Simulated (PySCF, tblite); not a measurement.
# C6H8BNO2: infrared bands, NMR shifts and electronic excitations in gas and solvents, part 2 of 2

tblite 0.8.0 and PySCF 2.14.0. Atoms count from 0.

### 6 Ultraviolet spectrum: CAM-B3LYP/def2-SVPD

What the job is given:

```
{"job": {"kind": "uv", "xc": "CAM-B3LYP", "basis": "def2-SVPD", "ip": true, "dynamic": false}, "charge": 0, "multiplicity": 1}
C     -3.078048    -0.241560     0.200486
C     -1.586081    -0.163712     0.088378
C     -0.876796    -0.868832    -0.888453
C      0.505466    -0.736391    -0.966460
C      1.163523     0.101434    -0.062440
B      2.720099     0.365358    -0.017894
O      3.167257     1.214379     0.935655
O      3.555541    -0.236629    -0.902957
N      0.483685     0.775916     0.883549
C     -0.833331     0.644272     0.952715
H     -3.446070    -1.253721    -0.022460
H     -3.421192     0.035331     1.207627
H     -3.561883     0.446227    -0.512674
H     -1.411325    -1.521697    -1.585082
H      1.084504    -1.276373    -1.718865
H      2.376564     1.499265     1.430982
H      4.472182     0.018458    -0.752090
H     -1.342463     1.208868     1.744122
```

Level: TDDFT CAM-B3LYP/def2-SVPD, vertical, gas phase, core orbitals frozen in the response.

Standard output:

```text
coarse grid: 15800 points
cycle   1  E = -462.8639474141  dE =  1.847e+00  |g| = 8.457e-01  |ddm| = 1.370e+01
cycle   2  E = -462.8216738476  dE =  4.227e-02  |g| = 1.027e+00  |ddm| = 2.713e+00
cycle   3  E = -463.0099870169  dE = -1.883e-01  |g| = 5.495e-02  |ddm| = 1.163e+00
cycle   4  E = -463.0106394888  dE = -6.525e-04  |g| = 2.479e-02  |ddm| = 3.028e-01
cycle   5  E = -463.0107841700  dE = -1.447e-04  |g| = 9.277e-03  |ddm| = 9.697e-02
cycle   6  E = -463.0108009611  dE = -1.679e-05  |g| = 2.894e-03  |ddm| = 2.409e-02
cycle   7  E = -463.0108028452  dE = -1.884e-06  |g| = 8.207e-04  |ddm| = 1.014e-02
final grid: 154840 points
cycle   8  E = -463.1050411110  dE = -5.598e-05  |g| = 3.662e-03  |ddm| = 1.742e-01
cycle   9  E = -463.1050421510  dE = -1.040e-06  |g| = 3.314e-03  |ddm| = 2.752e-02
cycle  10  E = -463.1050446048  dE = -2.454e-06  |g| = 5.200e-04  |ddm| = 1.079e-02
cycle  11  E = -463.1050446520  dE = -4.713e-08  |g| = 2.919e-04  |ddm| = 1.656e-03
cycle  12  E = -463.1050446730  dE = -2.099e-08  |g| = 6.294e-05  |ddm| = 9.882e-04
cycle  13  E = -463.1050446739  dE = -9.078e-10  |g| = 1.871e-05  |ddm| = 2.175e-04
converged SCF energy = -463.1050446739

Static polarisability (au): isotropic 97.601, principal 60.317 98.899 133.587

Singlet excitations
state   eV       nm        f      main configurations
  1   4.9191    252.0   0.00360   H-1->L 0.95
  2   5.2907    234.3   0.09185   H->L 0.61, H->L+1 0.17, H-2->L+1 0.11
  3   5.4556    227.3   0.00051   H-1->L+1 0.96
  4   5.9322    209.0   0.14992   H->L+1 0.49, H->L 0.26, H-2->L 0.22
  5   6.9197    179.2   0.32102   H-2->L 0.61, H->L+1 0.31
  6   7.0090    176.9   0.00060   H-4->L 0.85
  7   7.0355    176.2   0.00059   H->L+2 0.64, H->L+3 0.20
  8   7.1702    172.9   0.64419   H-2->L+1 0.80, H->L 0.10
  9   7.3234    169.3   0.00270   H-1->L+2 0.73, H-1->L+4 0.09
 10   7.5576    164.1   0.00256   H-4->L+1 0.86

Triplet excitations (Tamm-Dancoff, eV): 3.9474 4.2767 4.4173 4.8237
Vertical ionisation energy (delta-SCF) = 9.3133 eV
Vertical electron affinity (delta-SCF) = -0.4393 eV
```

Run time: 7 min. Hardware: 1 thread of Arm Neoverse V1, shared host; peak memory 1.3 GiB.

The orbitals next to the gap, with their largest atomic shares:

| orbital | eV | atoms |
| --- | --- | --- |
| HOMO−3 | -10.70 | O6 47 %, O7 38 %, B5 8 % |
| HOMO−2 | -9.62 | C2 28 %, N8 21 %, C3 19 % |
| HOMO−1 | -9.05 | N8 52 %, C4 10 %, C9 10 % |
| HOMO | -8.66 | C1 20 %, C4 20 %, C9 17 % |
| LUMO | -0.16 | N8 19 %, C4 17 %, C1 15 % |
| LUMO+1 | 0.31 | C3 22 %, C9 20 %, C2 12 % |
| LUMO+2 | 0.82 | B5 48 %, O7 14 %, H16 8 % |

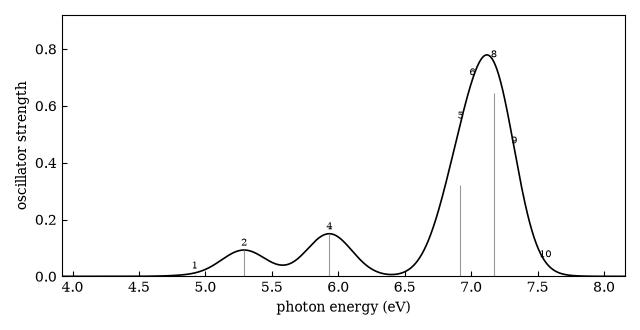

Absorption spectrum from the 10 singlet states computed; above the last one it falls off for lack of states. Lines are broadened to a width of 0.40 eV (Gaussian).

Ground-state properties from the same run:

| property | computed |
| --- | --- |
| dipole moment (D) | 2.80 |
| polarisability (Å³) | 14.46 |
| HOMO–LUMO gap (eV) | 8.50 |
| −ε(HOMO) (eV) | 8.66 |

### 7 NMR shieldings: PBE0/pcSseg-1 in acetone

The job, as its differences from that of step 6:

```diff
@@ -1,2 +1,2 @@
-{"job": {"kind": "uv", "xc": "CAM-B3LYP", "basis": "def2-SVPD", "ip": true, "dynamic": false}, "charge": 0, "multiplicity": 1}
+{"job": {"kind": "nmr", "xc": "PBE0", "basis": "pcSseg-1", "solvent": "acetone", "pop": true}, "charge": 0, "multiplicity": 1}
 C     -3.078048    -0.241560     0.200486
```

With the program's defaults for keys left out, this is: GIAO PBE0/pcSseg-1 NMR shielding, non-relativistic, IEF-PCM acetone.

Standard output:

```text
coarse grid: 15800 points
cycle   1  E = -462.8529586768  dE =  1.648e+00  |g| = 8.530e-01  |ddm| = 4.037e+00
cycle   2  E = -462.7582497427  dE =  9.471e-02  |g| = 1.144e+00  |ddm| = 1.335e+00
cycle   3  E = -462.9861743490  dE = -2.279e-01  |g| = 7.886e-02  |ddm| = 7.640e-01
cycle   4  E = -462.9873934201  dE = -1.219e-03  |g| = 3.145e-02  |ddm| = 9.713e-02
cycle   5  E = -462.9875944402  dE = -2.010e-04  |g| = 1.376e-02  |ddm| = 3.760e-02
cycle   6  E = -462.9876357935  dE = -4.135e-05  |g| = 3.697e-03  |ddm| = 1.399e-02
cycle   7  E = -462.9876389789  dE = -3.185e-06  |g| = 8.814e-04  |ddm| = 4.117e-03
final grid: 154840 points
cycle   8  E = -463.0618860741  dE = -5.431e-05  |g| = 8.812e-03  |ddm| = 3.894e-02
cycle   9  E = -463.0618791513  dE =  6.923e-06  |g| = 1.098e-02  |ddm| = 1.641e-02
cycle  10  E = -463.0619034413  dE = -2.429e-05  |g| = 1.175e-03  |ddm| = 8.284e-03
cycle  11  E = -463.0619037085  dE = -2.672e-07  |g| = 1.944e-04  |ddm| = 9.000e-04
cycle  12  E = -463.0619037138  dE = -5.354e-09  |g| = 1.147e-04  |ddm| = 2.470e-04
cycle  13  E = -463.0619037165  dE = -2.717e-09  |g| = 3.228e-05  |ddm| = 1.247e-04
cycle  14  E = -463.0619037168  dE = -2.275e-10  |g| = 7.328e-06  |ddm| = 3.128e-05
converged SCF energy = -463.0619037168

GIAO shielding tensors (ppm)
atom      isotropic    diamagn.    paramagn.     s11        s22        s33       span
  0 C      164.424     243.448     -79.024    148.181    157.295    187.796     39.615
  1 C       41.457     266.847    -225.390    -66.191     13.518    177.043    243.235
  2 C       40.901     252.448    -211.547    -69.203     22.560    169.346    238.549
  3 C       50.662     256.946    -206.284    -68.643     42.280    178.350    246.993
  4 C       27.943     257.732    -229.790    -71.143     -7.972    162.943    234.086
  5 B       74.500     198.665    -124.165     54.290     78.798     90.413     36.123
  6 O      214.927     390.618    -175.691     85.035    246.137    313.608    228.573
  7 O      236.433     386.054    -149.621    130.276    274.334    304.688    174.412
  8 N      -85.438     335.125    -420.563   -357.746   -187.387    288.818    646.564
  9 C       28.946     250.033    -221.088    -75.820     30.087    132.570    208.390
 10 H       28.775      27.294       1.480     23.905     27.974     34.445     10.541
 11 H       28.878      27.623       1.255     24.027     28.030     34.577     10.550
 12 H       28.582      26.632       1.950     25.102     25.867     34.778      9.675
 13 H       23.258      32.651      -9.394     19.531     22.449     27.793      8.262
 14 H       23.172      32.276      -9.104     19.307     21.875     28.333      9.026
 15 H       23.477      33.599     -10.122     13.144     22.953     34.335     21.191
 16 H       26.435      26.598      -0.163     19.415     22.893     36.997     17.583
 17 H       22.542      32.035      -9.493     18.055     21.960     27.610      9.555
```

It took 34 s on 1 thread of Arm Neoverse V1, shared host; peak memory 1.2 GiB.

Key values: δ C4 157.5, C9 156.5, C2 144.5, C1 144.0, H17 8.70, H14 8.07 ppm.

### 8 Shielding tensors: PBE0/pcSseg-1 in cyclohexane

The job, as its differences from that of step 7:

```diff
@@ -1,2 +1,2 @@
-{"job": {"kind": "nmr", "xc": "PBE0", "basis": "pcSseg-1", "solvent": "acetone", "pop": true}, "charge": 0, "multiplicity": 1}
+{"job": {"kind": "nmr", "xc": "PBE0", "basis": "pcSseg-1", "solvent": "cyclohexane", "pop": false}, "charge": 0, "multiplicity": 1}
 C     -3.078048    -0.241560     0.200486
```

Method: GIAO PBE0/pcSseg-1 NMR shielding, non-relativistic, IEF-PCM cyclohexane.

Standard output:

```text
coarse grid: 15800 points
cycle   1  E = -462.8431343822  dE =  1.657e+00  |g| = 8.588e-01  |ddm| = 4.037e+00
cycle   2  E = -462.7441458384  dE =  9.899e-02  |g| = 1.160e+00  |ddm| = 1.373e+00
cycle   3  E = -462.9794336730  dE = -2.353e-01  |g| = 8.174e-02  |ddm| = 7.859e-01
cycle   4  E = -462.9807578230  dE = -1.324e-03  |g| = 3.257e-02  |ddm| = 1.075e-01
cycle   5  E = -462.9809728122  dE = -2.150e-04  |g| = 1.441e-02  |ddm| = 4.059e-02
cycle   6  E = -462.9810162588  dE = -4.345e-05  |g| = 4.374e-03  |ddm| = 1.557e-02
cycle   7  E = -462.9810207601  dE = -4.501e-06  |g| = 1.035e-03  |ddm| = 5.048e-03
final grid: 154840 points
cycle   8  E = -463.0553190724  dE = -5.341e-05  |g| = 9.012e-03  |ddm| = 3.864e-02
cycle   9  E = -463.0553102489  dE =  8.823e-06  |g| = 1.148e-02  |ddm| = 1.778e-02
cycle  10  E = -463.0553373232  dE = -2.707e-05  |g| = 1.202e-03  |ddm| = 9.225e-03
cycle  11  E = -463.0553376047  dE = -2.815e-07  |g| = 1.993e-04  |ddm| = 9.498e-04
cycle  12  E = -463.0553376109  dE = -6.189e-09  |g| = 1.064e-04  |ddm| = 2.038e-04
cycle  13  E = -463.0553376128  dE = -1.959e-09  |g| = 2.808e-05  |ddm| = 8.715e-05
cycle  14  E = -463.0553376130  dE = -1.456e-10  |g| = 6.170e-06  |ddm| = 2.479e-05
converged SCF energy = -463.0553376130

GIAO shielding tensors (ppm)
atom      isotropic    diamagn.    paramagn.     s11        s22        s33       span
  0 C      164.132     243.549     -79.418    147.281    157.562    187.552     40.271
  1 C       43.608     267.008    -223.400    -64.353     18.196    176.980    241.333
  2 C       42.145     252.934    -210.789    -67.983     26.592    167.825    235.809
  3 C       50.749     257.078    -206.329    -68.099     42.438    177.907    246.006
  4 C       26.718     257.400    -230.682    -72.499    -10.158    162.812    235.310
  5 B       74.575     198.719    -124.144     53.687     79.566     90.472     36.785
  6 O      211.861     389.905    -178.044     79.459    244.231    311.894    232.435
  7 O      235.254     385.014    -149.760    131.601    273.344    300.818    169.217
  8 N      -90.577     334.683    -425.260   -370.304   -189.760    288.334    658.637
  9 C       29.499     249.705    -220.206    -75.517     32.690    131.324    206.841
 10 H       28.890      27.491       1.399     24.054     28.121     34.496     10.442
 11 H       28.978      27.807       1.171     24.177     28.138     34.619     10.442
 12 H       28.648      26.836       1.812     25.182     25.956     34.806      9.624
 13 H       23.499      32.882      -9.383     19.840     22.626     28.032      8.192
 14 H       23.245      32.286      -9.041     19.375     21.899     28.462      9.087
 15 H       23.556      33.553      -9.997     13.343     23.115     34.210     20.867
 16 H       26.895      26.916      -0.021     20.084     23.410     37.190     17.106
 17 H       22.643      32.144      -9.502     18.225     21.972     27.732      9.507
```

Wall time 32 s (1 thread of Arm Neoverse V1, shared host); peak memory 1.2 GiB.

In short: δ C4 158.1, C9 155.3, C2 142.7, C1 141.2, H17 8.61, H14 8.01 ppm.

### 9 Ultraviolet spectrum: CAM-B3LYP/def2-SVPD in acetone

The job, as its differences from that of step 8:

```diff
@@ -1,2 +1,2 @@
-{"job": {"kind": "nmr", "xc": "PBE0", "basis": "pcSseg-1", "solvent": "cyclohexane", "pop": false}, "charge": 0, "multiplicity": 1}
+{"job": {"kind": "uv", "xc": "CAM-B3LYP", "basis": "def2-SVPD", "solvent": "acetone", "nstates": 6, "ntriplets": 0}, "charge": 0, "multiplicity": 1}
 C     -3.078048    -0.241560     0.200486
```

Level: TDDFT CAM-B3LYP/def2-SVPD, vertical, IEF-PCM acetone (non-equilibrium linear response), core orbitals frozen in the response.

Standard output:

```text
coarse grid: 15800 points
cycle   1  E = -462.8811033811  dE =  1.830e+00  |g| = 8.344e-01  |ddm| = 1.384e+01
cycle   2  E = -462.8437244475  dE =  3.738e-02  |g| = 1.001e+00  |ddm| = 2.471e+00
cycle   3  E = -463.0211391328  dE = -1.774e-01  |g| = 5.236e-02  |ddm| = 1.062e+00
cycle   4  E = -463.0217312112  dE = -5.921e-04  |g| = 2.427e-02  |ddm| = 2.610e-01
cycle   5  E = -463.0218651055  dE = -1.339e-04  |g| = 9.733e-03  |ddm| = 8.522e-02
cycle   6  E = -463.0218854150  dE = -2.031e-05  |g| = 2.464e-03  |ddm| = 2.781e-02
cycle   7  E = -463.0218870096  dE = -1.595e-06  |g| = 7.853e-04  |ddm| = 1.183e-02
final grid: 154840 points
cycle   8  E = -463.1160491411  dE = -5.644e-05  |g| = 3.514e-03  |ddm| = 1.759e-01
cycle   9  E = -463.1160503993  dE = -1.258e-06  |g| = 3.007e-03  |ddm| = 2.478e-02
cycle  10  E = -463.1160523866  dE = -1.987e-06  |g| = 4.756e-04  |ddm| = 8.600e-03
cycle  11  E = -463.1160524263  dE = -3.967e-08  |g| = 2.548e-04  |ddm| = 1.292e-03
cycle  12  E = -463.1160524416  dE = -1.527e-08  |g| = 4.853e-05  |ddm| = 7.893e-04
cycle  13  E = -463.1160524421  dE = -5.584e-10  |g| = 1.779e-05  |ddm| = 1.561e-04
converged SCF energy = -463.1160524421

Static polarisability (au): isotropic 130.952, principal 81.939 139.863 171.054

Singlet excitations
state   eV       nm        f      main configurations
  1   4.9761    249.2   0.00444   H-1->L 0.95
  2   5.2560    235.9   0.14113   H->L 0.64, H->L+1 0.17, H-2->L 0.09
  3   5.5557    223.2   0.00072   H-1->L+1 0.95
  4   5.8499    211.9   0.19172   H->L+1 0.50, H->L 0.26, H-2->L 0.21
  5   6.7653    183.3   0.42559   H-2->L 0.63, H->L+1 0.30
  6   6.9526    178.3   0.00078   H->L+2 0.78, H->L+3 0.14
```

Run time: 69 s. Hardware: 1 thread of Arm Neoverse V1, shared host; peak memory 1.5 GiB.

Key values: HOMO -8.59 eV, LUMO -0.13 eV; lowest singlet 4.98 eV.

### 10 Run by run: NMR shifts

Shifts (ppm) of some atoms, chosen among heavy atoms and hydrogens apart, means over like atoms, with basis size and wall time:

```csv
run,C9,C2,C1,H13,H15,O6,N8,functions,time
PBE0/pcSseg-1,154.6,141.5,139.3,7.62,5.85,112.8,359.7,210,33 s
PBE0/pcSseg-1 in acetone,156.5,144.5,144.0,7.98,6.28,117.1,353.9,210,34 s
PBE0/pcSseg-1 in cyclohexane,155.3,142.7,141.2,7.76,6.03,114.7,357.5,210,32 s
```

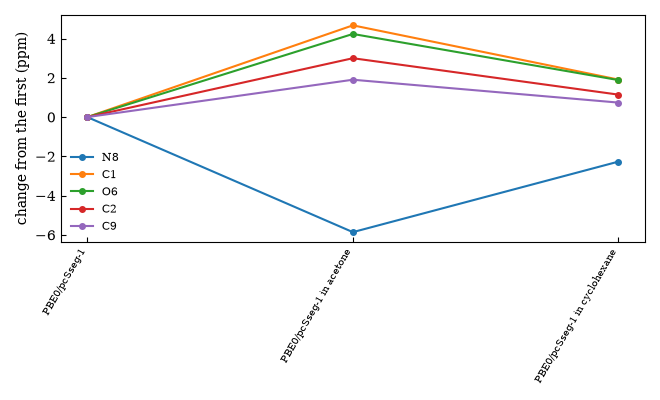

How five of the tabulated atoms move from run to run.

The continuum's effect on the ground state:

| solvent | ε | polarisation energy (Eh) | μ (D) |
| --- | --- | --- | --- |
| cyclohexane | 2.02 | -0.0049 | 3.00 |
| acetone | 20.49 | -0.0125 | 3.50 |

### 11 Run by run: electronic excitations

Excitations and ground-state properties, with basis size and wall time:

```csv
run,lowest singlet (eV),brightest (eV),f,gap (eV),α (Å³),μ (D),functions,time
CAM-B3LYP/def2-SVPD,4.92,7.17,0.644,8.50,14.46,2.80,270,7 min
CAM-B3LYP/def2-SVPD in acetone,4.98,6.77,0.426,8.45,19.41,3.71,270,69 s
```

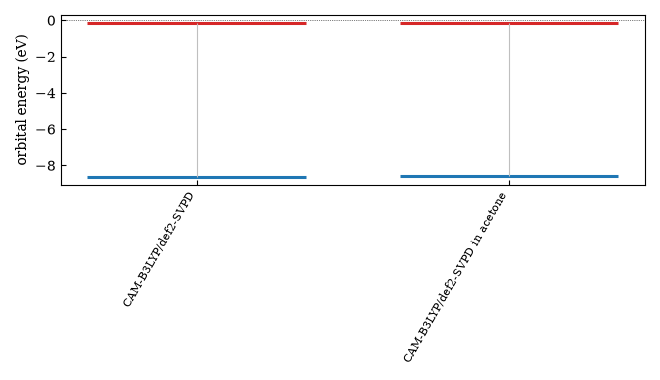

HOMO (blue) and LUMO (red) run by run.

### 12 Summary of results

This closing draws on all 2 parts.

| quantity | value |
| --- | --- |
| strongest single infrared mode (GFN2-xTB) | 1316 cm⁻¹, 353 km/mol |
| zero-point energy (GFN2-xTB) | 85.1 kcal/mol |
| point group | C1 |
| rotational constants (main isotopes) | 3.67, 0.77, 0.64 GHz |
| ¹³C shifts against TMS (PBE0/pcSseg-1) | 158.6, 154.6, 141.5, 139.3, 133.5, 20.5 ppm |
| ¹H shifts against TMS (PBE0/pcSseg-1, means over atoms taken as alike) | 8.56, 7.96, 7.62, 5.85, 2.36 ppm |
| ¹¹B shifts against BF3·OEt2 (PBE0/pcSseg-1) | 26.1 ppm |
| ¹⁷O shifts against H2O (PBE0/pcSseg-1, means over atoms taken as alike) | 112.8 ppm |
| ¹⁵N shifts against NH3 (PBE0/pcSseg-1) | 359.7 ppm |
| lowest singlet (CAM-B3LYP/def2-SVPD) | 4.92 eV (252 nm), f = 0.004 |
| brightest single state of those computed | state 8, 7.17 eV, f = 0.644 |
| lowest triplet | 3.95 eV |
| vertical ionisation energy (ΔSCF) | 9.31 eV |
| vertical electron affinity (ΔSCF) | -0.44 eV (unbound: the value hangs on the basis) |
| range of the shift of N8 | 353.9 to 359.7 ppm |
| range of the lowest singlet | 4.92 to 4.98 eV |

**Reading.** Relaxing lowered the energy by 1.676 eV in 93 steps; the close pair that moved most is B5–O7, from 1.462 to 1.349 Å (GFN2-xTB). The lowest mode is slightly imaginary (14i cm⁻¹), a soft motion within the noise of the Hessian, so the minimum is not strictly shown. The strongest single mode, at 1316 cm⁻¹, moves mainly B5. GFN2-xTB is a fitted tight-binding method: band positions and strengths are rough. Its intensities can rank the bands wrongly. At PBE0/pcSseg-1: Shielding is most anisotropic at N8 (span 667 ppm, paramagnetic term -428 ppm). NICS(1)zz of -27 ppm above the planar ring from C1 marks a diatropic (aromatic) ring current. The first singlet state (HOMO−1→LUMO 0.95) lies at 4.92 eV and is weak; of the 10 states computed, the strongest absorption comes from state 8 at 7.17 eV. The lowest triplet lies 0.97 eV below the lowest singlet (triplets in Tamm-Dancoff, singlets in full TDDFT). The orbital energy would give 8.66 eV for ionisation, ΔSCF gives 9.31 eV. In ppm, N8 moves most: its shift spreads over 5.9 ppm, from 353.9 (PBE0/pcSseg-1 in acetone) to 359.7 (PBE0/pcSseg-1). The continuum holds electrostatics alone: no hydrogen bonds to the solvent, and the gas-phase geometry is kept. The lowest singlet runs from 4.92 eV (CAM-B3LYP/def2-SVPD) to 4.98 eV (CAM-B3LYP/def2-SVPD in acetone), while the orbital gap spans 8.45 to 8.50 eV. The lowest state need not be the same one in every run. The runs solved for a few states only, so the brightest column depends on that window.
